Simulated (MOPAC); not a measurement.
## Single-point calculation of CH6SbSi

System: CH6SbSi, multiplicity 2.
Method: PM6-D3H4, ROHF, dispersion D3H4 (MOPAC 23.2.5).

The geometry was optimised with PM6-D3H4.

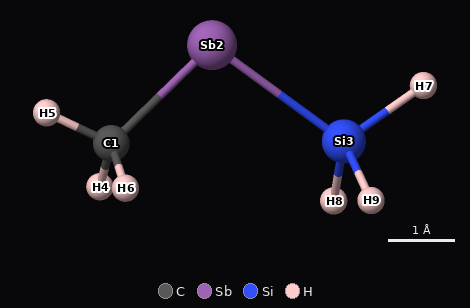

Figure 1. The input geometry (ball-and-stick view, seen at a tilt; atoms are numbered from 1 in the order of the input). Sticks mark near contacts. Bond lengths as drawn: C–H 1.12 Å, C–Sb 2.18 Å, H–Si 1.52 Å and Sb–Si 2.55 Å.

### Results in brief

| quantity | value |
| --- | --- |
| outcome | converged |
| heat of formation | 4.98 kcal/mol |
| basis functions | 28 |
| dipole moment | 1.87 D |
| hardware | 1 thread of Arm Neoverse V1, 24 GiB of memory available, shared host |
| peak memory | 0.095 GiB |

MOPAC's energies along a path are heats of formation.

### Input (calc.mop)
```
PM6-D3H4 1SCF DOUBLET RHF AUX(PRECISION=9) THREADS=1
CH6SbSi charge 0
[CH3][Sb][SiH3]
C     -0.850650 +1     1.185219 +1    -1.186331 +1
Sb     1.226595 +1     0.612140 +1    -0.846234 +1
Si     0.962839 +1    -1.073433 +1     1.046148 +1
H     -1.510625 +1     0.330912 +1    -1.477871 +1
H     -0.942159 +1     1.935890 +1    -2.012014 +1
H     -1.339358 +1     1.652181 +1    -0.295518 +1
H      2.313860 +1    -1.647414 +1     1.437660 +1
H      0.097722 +1    -2.274232 +1     0.713734 +1
H      0.383227 +1    -0.503446 +1     2.326893 +1
```

Run as:
```bash
mopac calc.mop
```

### The program's output
```
MOPAC v23.2.5
PM6-D3H4 CALCULATION RESULTS

 *  PM6-D3H4   - CORRECT DISPERSION AND HYDROGEN BOND TERMS USING THE D3H4 METHOD
 *  DOUBLET    - SPIN STATE DEFINED AS A DOUBLET
 *  RHF        - RESTRICTED HARTREE-FOCK CALCULATION
 *  1SCF       - DO 1 SCF AND THEN STOP
 *  THREADS=1  - MULTI-THREADING NOT USED
 *  AUX        - OUTPUT AUXILIARY INFORMATION
PM6-D3H4 1SCF DOUBLET RHF AUX(PRECISION=9) THREADS=1
 CH6SbSi charge 0
 [CH3][Sb][SiH3]
   ATOM   CHEMICAL          X               Y               Z
  NUMBER   SYMBOL      (ANGSTROMS)     (ANGSTROMS)     (ANGSTROMS)

     1       C         -0.85065000  *   1.18521900  *  -1.18633100  *
     2      Sb          1.22659500  *   0.61214000  *  -0.84623400  *
     3      Si          0.96283900  *  -1.07343300  *   1.04614800  *
     4       H         -1.51062500  *   0.33091200  *  -1.47787100  *
     5       H         -0.94215900  *   1.93589000  *  -2.01201400  *
     6       H         -1.33935800  *   1.65218100  *  -0.29551800  *
     7       H          2.31386000  *  -1.64741400  *   1.43766000  *
     8       H          0.09772200  *  -2.27423200  *   0.71373400  *
     9       H          0.38322700  *  -0.50344600  *   2.32689300  *

          CARTESIAN COORDINATES

    NO.       ATOM           X           Y           Z

     1         C         -0.8507      1.1852     -1.1863
     2        Sb          1.2266      0.6121     -0.8462
     3        Si          0.9628     -1.0734      1.0461
     4         H         -1.5106      0.3309     -1.4779
     5         H         -0.9422      1.9359     -2.0120
     6         H         -1.3394      1.6522     -0.2955
     7         H          2.3139     -1.6474      1.4377
     8         H          0.0977     -2.2742      0.7137
     9         H          0.3832     -0.5034      2.3269

           Empirical Formula: C H6 Sb Si  =     9 atoms

      MOLECULAR POINT GROUP   :   Cs

 DOUBLET STATE CALCULATION

      THERE ARE    9 DOUBLY FILLED LEVELS

      RHF CALCULATION, NO. OF DOUBLY OCCUPIED LEVELS = 9

                       NO. OF SINGLY OCCUPIED LEVELS =    1

 -------------------------------------------------------------------------------
 PM6-D3H4 1SCF DOUBLET RHF AUX(PRECISION=9) THREADS=1
 CH6SbSi charge 0
 [CH3][Sb][SiH3]

     1SCF WAS SPECIFIED, SO BFGS WAS NOT USED
     SCF FIELD WAS ACHIEVED

                              PM6-D3H4 CALCULATION

          FINAL HEAT OF FORMATION =          4.97719 KCAL/MOL =      20.82455 KJ/MOL

          COSMO AREA              =        138.32 SQUARE ANGSTROMS
          COSMO VOLUME            =        135.46 CUBIC ANGSTROMS

          IONIZATION POTENTIAL    =          8.431348 EV          STATE:   1 DOUBLET A"
          HOMO (SOMO) LUMO (EV)   =       -9.006 ( -4.478)  0.416
          NO. OF FILLED LEVELS    =          9
          AND NO. OF OPEN LEVELS  =          1
          MOLECULAR WEIGHT        =        167.8939         POINT GROUP:  Cs

          MOLECULAR DIMENSIONS (Angstroms)

            Atom       Atom       Distance
            H     7    H     5     5.94491
           Sb     2    H     8     2.81630
           Sb     2    H     9     2.16987

          SCF CALCULATIONS        =          1

          WALL-CLOCK TIME         =      0.016 SECONDS
          COMPUTATION TIME        =      0.014 SECONDS

   ATOM   CHEMICAL          X               Y               Z
  NUMBER   SYMBOL      (ANGSTROMS)     (ANGSTROMS)     (ANGSTROMS)

     1       C         -0.85065000  *   1.18521900  *  -1.18633100  *
     2      Sb          1.22659500  *   0.61214000  *  -0.84623400  *
     3      Si          0.96283900  *  -1.07343300  *   1.04614800  *
     4       H         -1.51062500  *   0.33091200  *  -1.47787100  *
     5       H         -0.94215900  *   1.93589000  *  -2.01201400  *
     6       H         -1.33935800  *   1.65218100  *  -0.29551800  *
     7       H          2.31386000  *  -1.64741400  *   1.43766000  *
     8       H          0.09772200  *  -2.27423200  *   0.71373400  *
     9       H          0.38322700  *  -0.50344600  *   2.32689300  *

                             CARTESIAN COORDINATES

   1    C       -0.850650000     1.185219000    -1.186331000
   2   Sb        1.226595000     0.612140000    -0.846234000
   3   Si        0.962839000    -1.073433000     1.046148000
   4    H       -1.510625000     0.330912000    -1.477871000
   5    H       -0.942159000     1.935890000    -2.012014000
   6    H       -1.339358000     1.652181000    -0.295518000
   7    H        2.313860000    -1.647414000     1.437660000
   8    H        0.097722000    -2.274232000     0.713734000
   9    H        0.383227000    -0.503446000     2.326893000

           Empirical Formula: C H6 Sb Si  =     9 atoms

      MOLECULAR POINT GROUP   :   Cs

                  EIGENVALUES
 -24.20328 -19.53699 -14.00198 -13.96611 -13.71988 -11.91778 -11.70670 -10.78636
  -9.00588  -4.47839   0.41563   0.67338   0.82051   1.81205   1.94510   1.98015
   2.65766   3.40285   4.54703   4.58123   5.37523   5.39333   6.67832 105.30996
 105.31334 105.57123 105.71815 105.84081

              NET ATOMIC CHARGES AND DIPOLE CONTRIBUTIONS

  ATOM NO.   TYPE          CHARGE      No. of ELECS.   s-Pop       p-Pop       d-Pop
    1          C          -0.912411        4.9124     1.10398     3.80843
    2         Sb           0.644465        4.3555     1.63891     2.71161     0.00502
    3         Si          -0.271669        4.2717     1.30208     2.52990     0.43970
    4          H           0.198533        0.8015     0.80147
    5          H           0.198260        0.8017     0.80174
    6          H           0.198578        0.8014     0.80142
    7          H          -0.012900        1.0129     1.01290
    8          H          -0.021478        1.0215     1.02148
    9          H          -0.021378        1.0214     1.02138
 DIPOLE           X         Y         Z       TOTAL
 POINT-CHG.     2.460     2.225    -2.794     4.337
 HYBRID        -3.328    -1.046     1.622     3.848
 SUM           -0.868     1.178    -1.172     1.875

          ATOMIC ORBITAL ELECTRON POPULATIONS

     Atom    s        px        py        pz      x^2-y^2     xz        z^2       yz        xy
    1  C   1.10398   1.33911   1.23715   1.23217
    2 Sb   1.63891   0.92155   0.87721   0.91285   0.00185   0.00069   0.00095   0.00077   0.00076
    3 Si   1.30208   0.77128   0.87027   0.88835   0.06221   0.05954   0.11402   0.08897   0.11496
    4  H   0.80147
    5  H   0.80174
    6  H   0.80142
    7  H   1.01290
    8  H   1.02148
    9  H   1.02138

 *                    *
 * JOB ENDED NORMALLY *
 *                    *

 TOTAL JOB TIME:             0.02 SECONDS

 == MOPAC DONE ==
```
